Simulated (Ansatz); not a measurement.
**WCl4O (SMILES O=[W](Cl)(Cl)(Cl)Cl): HF/def2-SVP (core potential)**

What is the vertical ionisation energy of WCl4O at HF/def2-SVP (core potential)? 

Program for the calculation: Ansatz 0.2.0.

### Step 1. The structure to begin with

WCl4O: 6 atoms, total charge 0, spin state singlet. As SMILES, `O=[W](Cl)(Cl)(Cl)Cl`. The shape is that of a PBE0-D4/def2-TZVP optimisation.

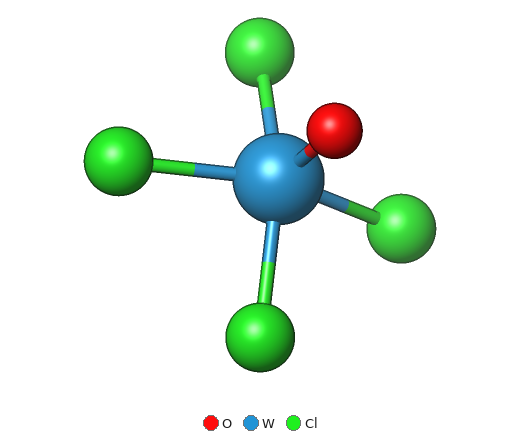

Viewed from a chosen angle; oxygen red, tungsten blue, chlorine green.

### Step 2. The energy at HF/def2-SVP (core potential)

File job.yaml:

```yaml
crystal:
  periodic: [false, false, false]
  atoms:
    - {symbol: O, position_ang: [-0.010050, -1.747150, 0.186510]}
    - {symbol: W, position_ang: [-0.000510, -0.089070, 0.009510]}
    - {symbol: Cl, position_ang: [1.915280, 0.567920, 1.072290]}
    - {symbol: Cl, position_ang: [-1.910010, 0.350500, -1.170330]}
    - {symbol: Cl, position_ang: [1.129180, 0.249450, -1.950250]}
    - {symbol: Cl, position_ang: [-1.123900, 0.668360, 1.852270]}
basis:
  gaussian:
    orbitals: def2-SVP
hamiltonian:
  xc: hf
accuracy: high
output: {orbitals: {seedname: orbitals}}
```

Run with:

```
$ ansatz run job.yaml --threads 1 --pin off --max-ram 3480MiB --events-out events.jsonl --progress --plain --runs-dir runs
```

Standard output:

```text
Warning: RAYON_NUM_THREADS=1 ignored (pool sized by the plan → 1); use --threads N
Functional definition: HF
  name "HF"
  exchange = exact_x
  correlation = 0
2465 factors; integrals over basis functions are off by at most 9.1e-9 eV
mean field evaluation 1: about -53833.1780 eV, gradient 7.0e1 eV
mean field evaluation 2: about -53833.7513 eV, gradient 7.1e1 eV
mean field evaluation 4: about -53844.7645 eV, gradient 7.3e0 eV
mean field evaluation 8: about -53844.9696 eV, gradient 1.2e0 eV
mean field evaluation 16: about -53844.9763 eV, gradient 2.6e-8 eV
mean field -53844.97626845 eV, -1978.7663804297 hartree, gradient 3.8e-8 eV, S^2 0.000000; 0 other end points of the search recorded, 0 dependent functions left out
reference -53844.97626845 eV, -1978.7663804297 hartree; 45, 45 occupied and 73, 73 virtual orbitals, 2465 factors
Total energy: -53844.97626845 eV, -1978.7663804297 hartree
```

It took 6.9 s on 1 thread of Arm Neoverse V2, shared host; peak memory 0.48 GiB.

### Step 3. The doublet cation

File run.yaml:

```yaml
crystal:
  periodic: [false, false, false]
  atoms:
    - {symbol: O, position_ang: [-0.010050, -1.747150, 0.186510]}
    - {symbol: W, position_ang: [-0.000510, -0.089070, 0.009510]}
    - {symbol: Cl, position_ang: [1.915280, 0.567920, 1.072290]}
    - {symbol: Cl, position_ang: [-1.910010, 0.350500, -1.170330]}
    - {symbol: Cl, position_ang: [1.129180, 0.249450, -1.950250]}
    - {symbol: Cl, position_ang: [-1.123900, 0.668360, 1.852270]}
basis:
  gaussian:
    orbitals: def2-SVP
total_charge: 1
magnetization:
  spin_polarized: true
  initial_magnetization: 1
hamiltonian:
  xc: hf
accuracy: high
output: {orbitals: {seedname: orbitals}}
```

Run with:

```
$ ansatz run run.yaml --threads 1 --pin off --max-ram 3480MiB --events-out events.jsonl --progress --plain --runs-dir runs
```

Standard output, cut to the lines that bear on the results:

```text
Warning: RAYON_NUM_THREADS=1 ignored (pool sized by the plan → 1); use --threads N
Functional definition: HF
  name "HF"
[...]
2462 factors; integrals over basis functions are off by at most 9.1e-9 eV
[...]
mean field -53833.85036441 eV, -1978.3575109975 hartree, gradient 2.6e-8 eV, S^2 0.794737; 9 other end points of the search recorded, 0 dependent functions left out
reference -53833.85036441 eV, -1978.3575109975 hartree; 45, 44 occupied and 73, 74 virtual orbitals, 2462 factors
Total energy: -53833.85036441 eV, -1978.3575109975 hartree
```

It took 4.3 min on 1 thread of Arm Neoverse V2, shared host; peak memory 0.87 GiB.

### Step 4. Outcome

At HF/def2-SVP (core potential):

```
                                          quantity           value
                       singlet WCl4O: total energy  -1978.76638 Eh
                        singlet WCl4O: HOMO energy       -12.22 eV
                        singlet WCl4O: LUMO energy        -1.92 eV
                      singlet WCl4O: HOMO–LUMO gap        10.30 eV
                      doublet cation: total energy  -1978.35751 Eh
doublet cation: HOMO energy (highest over α and β)       -17.13 eV
 doublet cation: LUMO energy (lowest over α and β)        -9.78 eV
                              doublet cation: ⟨S²⟩           0.795
vertical ionisation energy (to the doublet cation)       11.126 eV
```

What this shows: Removing an electron at fixed nuclei costs 11.13 eV (1073 kJ/mol). The negative HOMO energy of the first species, 12.22 eV, lies 1.09 eV above that difference.
